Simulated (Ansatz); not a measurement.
# BH7O2Si (built from SMILES OB(O)[SiH3].[H][H]): search for a transition state

Aim: find the saddle point of a four-centre ligand exchange that is to form B1–H6, Si2–H5 and break B1–Si2, H5–H6, prove it by its vibrations, and relax downhill on both sides to see what it joins.

Method: PBE0-D4, def2-SVP first, then def2-TZVP; program: Ansatz 0.2.0, Gaussian basis.

153 further runs of the same task are left out: 1 that didn't finish, 152 set aside as unsound or not needed. Runs told in other sessions of the task aren't counted.

## (1) Where the work starts

The guess: 11 atoms, charge 0, spin multiplicity 1.

Atoms are counted from 1 here; the program's logs count them from 0.

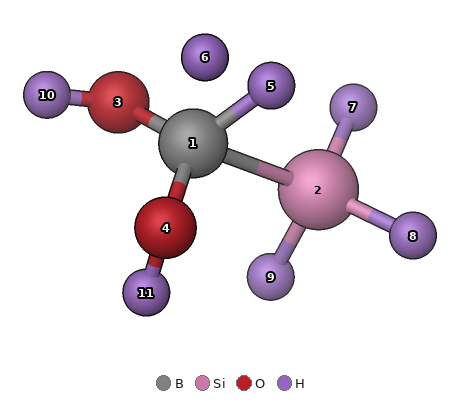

The starting geometry (boron grey, silicon pink, oxygen red, hydrogen purple); atoms are numbered from 1 in the order of the file.

Coordinates:

```mol
BH7O2Si
  3D, bonds by distance, orders not assigned

 11  9  0  0  0  0  0  0  0  0999 V2000
   -0.4724    0.4545    0.1660 B   0  0
    1.2198   -0.7427   -0.1519 Si  0  0
   -0.7048    0.9505   -1.1440 O   0  0
   -1.4834   -0.2607    0.8902 O   0  0
    0.4359    0.9833    0.8614 H   0  0
   -0.4615    1.6691    1.0550 H   0  0
    2.3159   -0.0829   -0.8624 H   0  0
    1.7627   -1.4156    1.0358 H   0  0
    0.7110   -1.8080   -1.0234 H   0  0
   -1.5752    1.3231   -1.2838 H   0  0
   -1.7480   -1.0704    0.4571 H   0  0
  1  2  8  0
  1  3  8  0
  1  4  8  0
  1  5  8  0
  2  7  8  0
  2  8  8  0
  2  9  8  0
  3 10  8  0
  4 11  8  0
M  END
```

Distances that are to change: B1–H6 1.51 Å, Si2–H5 2.15 Å, B1–Si2 2.10 Å, H5–H6 1.15 Å.

## (2) Relaxing the guess with the reacting distances held

Input file hold/in.yaml:

```yaml
crystal:
  periodic: [false, false, false]
  atoms:
    - {symbol: B, position_ang: [-0.472400, 0.454500, 0.166000]}
    - {symbol: Si, position_ang: [1.219800, -0.742700, -0.151900]}
    - {symbol: O, position_ang: [-0.704800, 0.950500, -1.144000]}
    - {symbol: O, position_ang: [-1.483400, -0.260700, 0.890200]}
    - {symbol: H, position_ang: [0.435900, 0.983300, 0.861400]}
    - {symbol: H, position_ang: [-0.461500, 1.669100, 1.055000]}
    - {symbol: H, position_ang: [2.315900, -0.082900, -0.862400]}
    - {symbol: H, position_ang: [1.762700, -1.415600, 1.035800]}
    - {symbol: H, position_ang: [0.711000, -1.808000, -1.023400]}
    - {symbol: H, position_ang: [-1.575200, 1.323100, -1.283800]}
    - {symbol: H, position_ang: [-1.748000, -1.070400, 0.457100]}
basis:
  gaussian: {orbitals: def2-SVP}
hamiltonian: {xc: pbe0, dispersion: d4}
relax: {f_tol: 0.04, max_steps: 150, escape_saddle: false, constraints: [{distance: [0, 5]}, {distance: [1, 4]}, {distance: [0, 1]}, {distance: [4, 5]}]}
```

Command:

```
$ ansatz run in.yaml --threads 4 --pin off --events-out ev --progress --plain --max-ram 9574MiB
```

The log of the run:

```text
Functional definition: PBE0
  name "PBE0"
  cite "Adamo & Barone, J. Chem. Phys. 110, 6158 (1999) doi:10.1063/1.478522"
  cite "Perdew, Burke & Ernzerhof, Phys. Rev. Lett. 77, 3865 (1996) doi:10.1103/PhysRevLett.77.3865"
  parent pbe
  parameter a = 0.25
  parameter kappa = 0.804
  parameter beta = 0.06672455060314922
  exchange = (1 - a)*pbe_x(kappa = kappa, mu = beta*pi^2/3) + a*exact_x
  correlation = pbe_c(beta = beta)
999 factors; integrals over basis functions are off by at most 3.7e-4 eV
mean field evaluation 1: about -12740.4542 eV, gradient 5.9e1 eV
mean field evaluation 2: about -12733.0983 eV, gradient 8.6e1 eV
mean field evaluation 4: about -12746.6506 eV, gradient 1.8e0 eV
mean field evaluation 8: about -12746.6923 eV, gradient 7.9e-2 eV
mean field evaluation 16: about -12746.6923 eV, gradient 1.7e-5 eV
mean field -12746.69228978 eV, -468.4323016310 hartree, gradient 1.7e-5 eV, S^2 0.000000; 0 other end points of the search recorded, 0 dependent functions left out
the calculation of the forces begins
reference -12746.69231548 eV, -468.4323025756 hartree; 21, 21 occupied and 74, 74 virtual orbitals, 999 factors
relax step   1: F+E_penalty+E_count = -12746.85765914 eV  Δ(F+E_penalty+E_count) = +0.000e0 eV  max|allowed force component| = 1.155e0 eV/Å  Δτ_max = 0.0000 Å  (26 SCF iters, accepted)
  distance B 0 - H 5 held at 1.505222 Å   reaction = -4.1326e-1 eV/Å
  distance Si 1 - H 4 held at 2.149500 Å   reaction = +1.0501e0 eV/Å
  distance B 0 - Si 1 held at 2.097114 Å   reaction = -1.2701e0 eV/Å
  distance H 4 - H 5 held at 1.145919 Å   reaction = +2.1237e0 eV/Å
these checks for a lower state are left out or cut short: starts, cluster_reference, orbital_swaps, neighbouring_geometries, increment
999 factors; integrals over basis functions are off by at most 3.8e-4 eV
mean field -12746.79524684 eV, -468.4360852334 hartree, gradient 2.3e-5 eV, S^2 0.000000; 0 other end points of the search recorded, 0 dependent functions left out
the calculation of the forces begins
reference -12746.79527251 eV, -468.4360861767 hartree; 21, 21 occupied and 74, 74 virtual orbitals, 999 factors
relax step   2: F+E_penalty+E_count = -12746.96212533 eV  Δ(F+E_penalty+E_count) = -1.045e-1 eV  max|allowed force component| = 5.293e-1 eV/Å  Δτ_max = 0.1455 Å  (28 SCF iters, accepted)
  distance B 0 - H 5 held at 1.505222 Å   reaction = -1.2324e-2 eV/Å
  distance Si 1 - H 4 held at 2.149500 Å   reaction = +8.3297e-1 eV/Å
  distance B 0 - Si 1 held at 2.097114 Å   reaction = -9.0434e-1 eV/Å
  distance H 4 - H 5 held at 1.145919 Å   reaction = +1.9315e0 eV/Å
these checks for a lower state are left out or cut short: starts, cluster_reference, orbital_swaps, neighbouring_geometries, increment
999 factors; integrals over basis functions are off by at most 4.0e-4 eV
mean field -12746.81547705 eV, -468.4368286798 hartree, gradient 2.2e-5 eV, S^2 0.000000; 0 other end points of the search recorded, 0 dependent functions left out
the calculation of the forces begins
reference -12746.81550276 eV, -468.4368296245 hartree; 21, 21 occupied and 74, 74 virtual orbitals, 999 factors
relax step   3: F+E_penalty+E_count = -12746.98322374 eV  Δ(F+E_penalty+E_count) = -2.110e-2 eV  max|allowed force component| = 1.469e-1 eV/Å  Δτ_max = 0.0687 Å  (28 SCF iters, accepted)
  distance B 0 - H 5 held at 1.505222 Å   reaction = +1.8428e-1 eV/Å
  distance Si 1 - H 4 held at 2.149500 Å   reaction = +6.3825e-1 eV/Å
  distance B 0 - Si 1 held at 2.097114 Å   reaction = -7.5332e-1 eV/Å
  distance H 4 - H 5 held at 1.145919 Å   reaction = +1.8772e0 eV/Å
these checks for a lower state are left out or cut short: starts, cluster_reference, orbital_swaps, neighbouring_geometries, increment
999 factors; integrals over basis functions are off by at most 3.9e-4 eV
mean field evaluation 32: about -12746.5669 eV, gradient 7.7e0 eV
mean field -12746.79013712 eV, -468.4358974547 hartree, gradient 1.9e-5 eV, S^2 0.000000; 0 other end points of the search recorded, 0 dependent functions left out
the calculation of the forces begins
reference -12746.79016281 eV, -468.4358983987 hartree; 21, 21 occupied and 74, 74 virtual orbitals, 999 factors
relax step   4: F+E_penalty+E_count = -12746.95767989 eV  Δ(F+E_penalty+E_count) = +2.554e-2 eV  max|allowed force component| = 9.046e-1 eV/Å  Δτ_max = 0.0906 Å  (27 SCF iters, rejected (line search))
  distance B 0 - H 5 held at 1.505222 Å   reaction = +3.5399e-1 eV/Å
  distance Si 1 - H 4 held at 2.149500 Å   reaction = +4.5367e-1 eV/Å
  distance B 0 - Si 1 held at 2.097114 Å   reaction = -4.7051e-1 eV/Å
  distance H 4 - H 5 held at 1.145919 Å   reaction = +2.0316e0 eV/Å
these checks for a lower state are left out or cut short: starts, cluster_reference, orbital_swaps, neighbouring_geometries, increment
999 factors; integrals over basis functions are off by at most 4.0e-4 eV
mean field -12746.82045770 eV, -468.4370117153 hartree, gradient 2.2e-5 eV, S^2 0.000000; 0 other end points of the search recorded, 0 dependent functions left out
the calculation of the forces begins
reference -12746.82048345 eV, -468.4370126616 hartree; 21, 21 occupied and 74, 74 virtual orbitals, 999 factors
relax step   5: F+E_penalty+E_count = -12746.98827759 eV  Δ(F+E_penalty+E_count) = -5.054e-3 eV  max|allowed force component| = 5.901e-2 eV/Å  Δτ_max = 0.0453 Å  (28 SCF iters, accepted)
  distance B 0 - H 5 held at 1.505222 Å   reaction = +1.9081e-1 eV/Å
  distance Si 1 - H 4 held at 2.149500 Å   reaction = +6.2107e-1 eV/Å
  distance B 0 - Si 1 held at 2.097114 Å   reaction = -6.9070e-1 eV/Å
  distance H 4 - H 5 held at 1.145919 Å   reaction = +1.9308e0 eV/Å
these checks for a lower state are left out or cut short: starts, cluster_reference, orbital_swaps, neighbouring_geometries, increment
999 factors; integrals over basis functions are off by at most 4.0e-4 eV
mean field -12746.82068636 eV, -468.4370201183 hartree, gradient 2.3e-5 eV, S^2 0.000000; 0 other end points of the search recorded, 0 dependent functions left out
the calculation of the forces begins
reference -12746.82071215 eV, -468.4370210662 hartree; 21, 21 occupied and 74, 74 virtual orbitals, 999 factors
relax step   6: F+E_penalty+E_count = -12746.98849038 eV  Δ(F+E_penalty+E_count) = -2.128e-4 eV  max|allowed force component| = 9.489e-2 eV/Å  Δτ_max = 0.0499 Å  (28 SCF iters, accepted)
  distance B 0 - H 5 held at 1.505222 Å   reaction = +1.2024e-1 eV/Å
  distance Si 1 - H 4 held at 2.149500 Å   reaction = +6.2227e-1 eV/Å
  distance B 0 - Si 1 held at 2.097114 Å   reaction = -6.7517e-1 eV/Å
  distance H 4 - H 5 held at 1.145919 Å   reaction = +1.9986e0 eV/Å
these checks for a lower state are left out or cut short: starts, cluster_reference, orbital_swaps, neighbouring_geometries, increment
999 factors; integrals over basis functions are off by at most 4.0e-4 eV
mean field -12746.82292162 eV, -468.4371022625 hartree, gradient 2.2e-5 eV, S^2 0.000000; 0 other end points of the search recorded, 0 dependent functions left out
the calculation of the forces begins
reference -12746.82294742 eV, -468.4371032109 hartree; 21, 21 occupied and 74, 74 virtual orbitals, 999 factors
relax step   7: F+E_penalty+E_count = -12746.99084993 eV  Δ(F+E_penalty+E_count) = -2.360e-3 eV  max|allowed force component| = 7.703e-3 eV/Å  Δτ_max = 0.0233 Å  (29 SCF iters, accepted)
  distance B 0 - H 5 held at 1.505222 Å   reaction = +1.9172e-1 eV/Å
  distance Si 1 - H 4 held at 2.149500 Å   reaction = +6.0397e-1 eV/Å
  distance B 0 - Si 1 held at 2.097114 Å   reaction = -6.2780e-1 eV/Å
  distance H 4 - H 5 held at 1.145919 Å   reaction = +1.9538e0 eV/Å
999 factors; integrals over basis functions are off by at most 4.0e-4 eV
mean field evaluation 64: about -12746.7504 eV, gradient 4.2e0 eV
mean field -12746.82292162 eV, -468.4371022625 hartree, gradient 2.2e-5 eV, S^2 0.000000; 1 other end points of the search recorded, 0 dependent functions left out
the calculation of the forces begins
reference -12746.82294742 eV, -468.4371032109 hartree; 21, 21 occupied and 74, 74 virtual orbitals, 999 factors
Total energy: -12746.99087574 eV, -468.4432744628 hartree
Atom 0 at    -0.492521     0.465035     0.123513 Å, force    -0.509004     0.509823     0.200786 eV/Å
Atom 1 at     1.215012    -0.725205    -0.132513 Å, force     0.297409     0.131386     0.210277 eV/Å
Atom 2 at    -0.666283     1.034413    -1.152831 Å, force    -0.001809     0.000583     0.002733 eV/Å
Atom 3 at    -1.509876    -0.274833     0.773140 Å, force     0.002639    -0.003383    -0.002658 eV/Å
Atom 4 at     0.462891     1.000090     0.905766 Å, force    -1.415058     0.555950     0.037028 eV/Å
Atom 5 at    -0.486913     1.611367     1.099005 Å, force     1.617575    -1.180998    -0.453510 eV/Å
Atom 6 at     2.314444    -0.142214    -0.955687 Å, force     0.006930     0.001573    -0.005663 eV/Å
Atom 7 at     1.792790    -1.342870     1.101695 Å, force     0.002699    -0.007703     0.006940 eV/Å
Atom 8 at     0.521091    -1.803239    -0.910146 Å, force    -0.002671    -0.004824     0.003023 eV/Å
Atom 9 at    -1.572959     1.340652    -1.261970 Å, force     0.000680    -0.002791     0.004183 eV/Å
Atom 10 at    -1.577675    -1.162995     0.410027 Å, force     0.000611     0.000384    -0.003138 eV/Å
Dipole moment:    -0.077382     0.016967     0.048337 e Å
```

It took 18 s on 4 threads of Intel Xeon Platinum 8175M at 2.50GHz, shared host.

The steps of the relaxation: (the energy doesn't fall at every step)

```csv
step,energy from step 1 (eV),largest force component (eV/Å)
1,0.0000,1.1548
2,-0.1045,0.5293
3,-0.1256,0.1469
4,-0.1000,0.9046
5,-0.1306,0.0590
6,-0.1308,0.0949
7,-0.1332,0.0077
```

Close pairs (by a distance rule), those that changed most:

```csv
bond,before (Å),after (Å),change (Å)
B1–H5,1.260,1.346,+0.085
Si2–H9,1.467,1.499,+0.032
Si2–H7,1.463,1.492,+0.029
Si2–H8,1.469,1.496,+0.027
B1–O4,1.435,1.416,-0.019
B1–O3,1.420,1.408,-0.012
O4–H11,0.956,0.962,+0.006
O3–H10,0.957,0.963,+0.006
```

## (3) Force constants to start from

Input file hessian/in.yaml:

```yaml
crystal:
  periodic: [false, false, false]
  atoms:
    - {symbol: B, position_ang: [-0.492521, 0.465035, 0.123513]}
    - {symbol: Si, position_ang: [1.215012, -0.725205, -0.132513]}
    - {symbol: O, position_ang: [-0.666283, 1.034413, -1.152831]}
    - {symbol: O, position_ang: [-1.509876, -0.274833, 0.773140]}
    - {symbol: H, position_ang: [0.462891, 1.000090, 0.905766]}
    - {symbol: H, position_ang: [-0.486913, 1.611367, 1.099005]}
    - {symbol: H, position_ang: [2.314444, -0.142214, -0.955687]}
    - {symbol: H, position_ang: [1.792790, -1.342870, 1.101695]}
    - {symbol: H, position_ang: [0.521091, -1.803239, -0.910146]}
    - {symbol: H, position_ang: [-1.572959, 1.340652, -1.261970]}
    - {symbol: H, position_ang: [-1.577675, -1.162995, 0.410027]}
basis:
  gaussian: {orbitals: def2-SVP}
hamiltonian: {xc: pbe0, dispersion: d4}
phonons: {}
scf: {lower_state_search: off}
```

Command:

```
$ ansatz run in.yaml --threads 4 --pin off --events-out ev --progress --plain --max-ram 9574MiB
```

The log of the run, cut to the lines that bear on the results:

```text
[... 5 set-up lines as earlier in the session ...]
[...]
1004 factors; integrals over basis functions are off by at most 3.9e-4 eV
[...]
mean field -12746.82292448 eV, -468.4371023677 hartree, gradient 3.1e-6 eV, S^2 0.000000; 0 other end points of the search recorded, 0 dependent functions left out
[...]
reference -12746.82295031 eV, -468.4371033171 hartree; 21, 21 occupied and 74, 74 virtual orbitals, 1004 factors
[... from here to the last solve, the lines of the solves are left out (65 solves) ...]
1004 factors; integrals over basis functions are off by at most 3.9e-4 eV
mean field -12746.82290248 eV, -468.4371015592 hartree, gradient 1.3e-6 eV, S^2 0.000000; 0 other end points of the search recorded, 0 dependent functions left out
[...]
WARN: phonons: modes at or below zero, which the zero-point energy, F, S and C_V leave out: 1, the lowest at -1200.56 cm⁻¹. A minimum has none, and a first-order saddle one
[...]
Atom 4 at     0.462891     1.000090     0.905766 Å, force    -1.415118     0.555969     0.037086 eV/Å
Atom 5 at    -0.486913     1.611367     1.099005 Å, force     1.617614    -1.180970    -0.453533 eV/Å
Atom 6 at     2.314444    -0.142214    -0.955687 Å, force     0.006940     0.001607    -0.005656 eV/Å
Atom 7 at     1.792790    -1.342870     1.101695 Å, force     0.002700    -0.007692     0.006928 eV/Å
Atom 8 at     0.521091    -1.803239    -0.910146 Å, force    -0.002697    -0.004818     0.003016 eV/Å
Atom 9 at    -1.572959     1.340652    -1.261970 Å, force     0.000648    -0.002797     0.004190 eV/Å
Atom 10 at    -1.577675    -1.162995     0.410027 Å, force     0.000603     0.000395    -0.003086 eV/Å
Dipole moment:    -0.077382     0.016966     0.048338 e Å
Vibrations: -1200.56 137.69 166.01 270.57 318.51 377.04 492.81 526.45 565.49 644.41 845.90 860.46 926.70 931.66 937.92 959.67 1098.71 1150.26 1255.14 1300.81 1456.16 2112.34 2202.55 2226.56 2249.13 3888.25 3908.22 cm⁻¹, zero-point energy 1.971934 eV
Checks for a lower state left out: stability, starts, cluster_reference, orbital_swaps, neighbouring_geometries, increment
```

Run time: 94 s. Hardware: 4 threads of Intel Xeon Platinum 8175M at 2.50GHz, shared host.

The structure is not stationary yet, so these wavenumbers are no spectrum; the search needs only the force constants.

## (4) Saddle search in the small basis

A small driver takes partitioned rational-function steps: uphill along one mode, downhill along the rest. It calls the program once a step for energy and forces and updates the Hessian by Bofill's formula. It stops when the largest force is under 0.04 eV/Å and the followed curvature is negative. The first step's input:

Input file presaddle/in.yaml:

```yaml
crystal:
  periodic: [false, false, false]
  atoms:
    - {symbol: B, position_ang: [-0.492521, 0.465035, 0.123513]}
    - {symbol: Si, position_ang: [1.215012, -0.725205, -0.132513]}
    - {symbol: O, position_ang: [-0.666283, 1.034413, -1.152831]}
    - {symbol: O, position_ang: [-1.509876, -0.274833, 0.773140]}
    - {symbol: H, position_ang: [0.462891, 1.000090, 0.905766]}
    - {symbol: H, position_ang: [-0.486913, 1.611367, 1.099005]}
    - {symbol: H, position_ang: [2.314444, -0.142214, -0.955687]}
    - {symbol: H, position_ang: [1.792790, -1.342870, 1.101695]}
    - {symbol: H, position_ang: [0.521091, -1.803239, -0.910146]}
    - {symbol: H, position_ang: [-1.572959, 1.340652, -1.261970]}
    - {symbol: H, position_ang: [-1.577675, -1.162995, 0.410027]}
basis:
  gaussian: {orbitals: def2-SVP}
hamiltonian: {xc: pbe0, dispersion: d4}
output: {forces: true}
scf: {lower_state_search: off}
```

Command:

```
$ ansatz run in.yaml --threads 4 --pin off --events-out ev --progress --plain --max-ram 9574MiB
```

Step by step:

```csv
step,energy (eV),largest force (eV/Å),followed curvature (eV/Å²)
1,-12746.99088,1.6176,-10.65
2,-12747.18584,0.4711,-10.88
3,-12747.18685,0.9625,-10.93
4,-12747.17365,1.0927,-10.94
5,-12747.20497,0.3712,-10.97
6,-12747.20840,0.4850,-10.97
7,-12747.21144,0.1749,-10.97
8,-12747.21407,0.0896,-10.97
9,-12747.21473,0.1205,-10.97
10,-12747.21542,0.1555,-10.98
11,-12747.21645,0.0562,-10.99
12,-12747.21616,0.1601,-10.98
13,-12747.21640,0.0334,-10.99
```

The 13 steps took 21 s in all (4 threads of Intel Xeon Platinum 8175M at 2.50GHz, shared host).

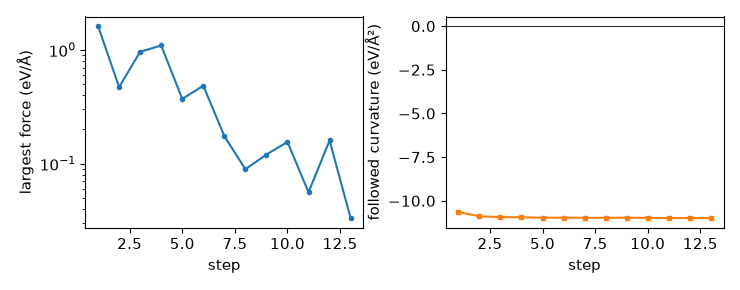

Largest force and followed curvature during the search.

## (5) Saddle search in triple zeta

The search itself is an outer loop (partitioned rational-function steps, Bofill update of the Hessian). Each step is one single-point run with forces. It stops when the largest force is under 0.01 eV/Å and the followed curvature is negative. The first step's input:

Input file saddle/in.yaml:

```yaml
crystal:
  periodic: [false, false, false]
  atoms:
    - {symbol: B, position_ang: [-0.575884, 0.481981, 0.121228]}
    - {symbol: Si, position_ang: [1.249071, -0.697236, -0.100469]}
    - {symbol: O, position_ang: [-0.774750, 0.999840, -1.168627]}
    - {symbol: O, position_ang: [-1.517404, -0.291584, 0.826107]}
    - {symbol: H, position_ang: [0.469650, 0.871874, 0.776092]}
    - {symbol: H, position_ang: [-0.316912, 1.487266, 1.011015]}
    - {symbol: H, position_ang: [2.368041, -0.113706, -0.900228]}
    - {symbol: H, position_ang: [1.794513, -1.282027, 1.165159]}
    - {symbol: H, position_ang: [0.598199, -1.798141, -0.881983]}
    - {symbol: H, position_ang: [-1.615877, 1.466095, -1.220229]}
    - {symbol: H, position_ang: [-1.678648, -1.124162, 0.371935]}
basis:
  gaussian: {orbitals: def2-TZVP}
hamiltonian: {xc: pbe0, dispersion: d4}
output: {forces: true}
scf: {lower_state_search: off}
```

Command:

```
$ ansatz run in.yaml --threads 4 --pin off --events-out ev --progress --plain --max-ram 9574MiB
```

The driver's record:

```csv
step,energy (eV),largest force (eV/Å),followed curvature (eV/Å²)
1,-12755.64423,0.2174,-10.99
2,-12755.64895,0.0708,-10.97
3,-12755.64945,0.1041,-10.99
4,-12755.64974,0.0778,-10.98
5,-12755.64997,0.0578,-10.98
6,-12755.65027,0.0089,-10.99
```

The 6 steps took 16 s in all (4 threads of Intel Xeon Platinum 8175M at 2.50GHz, shared host).

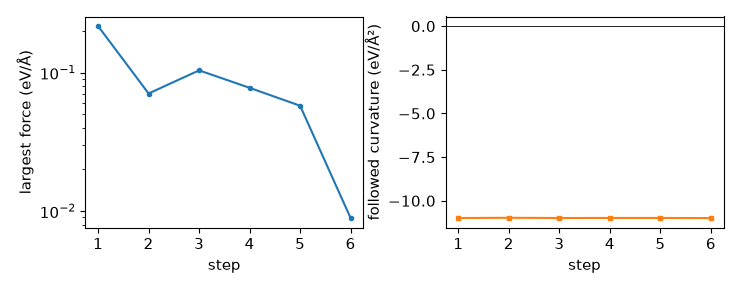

Largest force and followed curvature during the search.

Geometry at the end of the search:

```mol
BH7O2Si
  3D, bonds by distance, orders not assigned

 11 10  0  0  0  0  0  0  0  0999 V2000
   -0.5780    0.4763    0.1310 B   0  0
    1.2580   -0.7024   -0.0995 Si  0  0
   -0.7578    0.9995   -1.1642 O   0  0
   -1.5317   -0.2953    0.8280 O   0  0
    0.4609    0.8456    0.7889 H   0  0
   -0.3242    1.4692    1.0093 H   0  0
    2.3358   -0.0977   -0.9239 H   0  0
    1.8409   -1.2572    1.1526 H   0  0
    0.6027   -1.8075   -0.8527 H   0  0
   -1.5832    1.4847   -1.2369 H   0  0
   -1.7234   -1.1150    0.3674 H   0  0
  1  2  8  0
  1  3  8  0
  1  4  8  0
  1  5  8  0
  1  6  8  0
  2  7  8  0
  2  8  8  0
  2  9  8  0
  3 10  8  0
  4 11  8  0
M  END
```

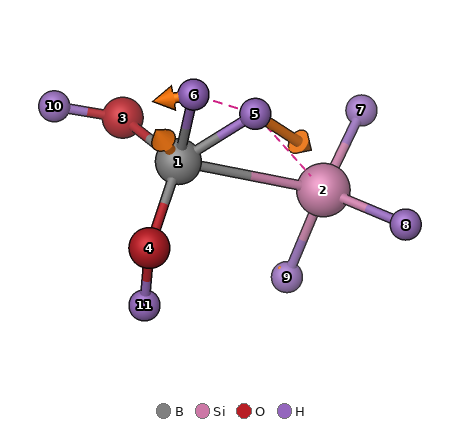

The point found; arrows show the followed mode. Pairs that react are joined by broken lines, hidden where the pair is close enough to be drawn as a bond.

[end of part 1 of 2]
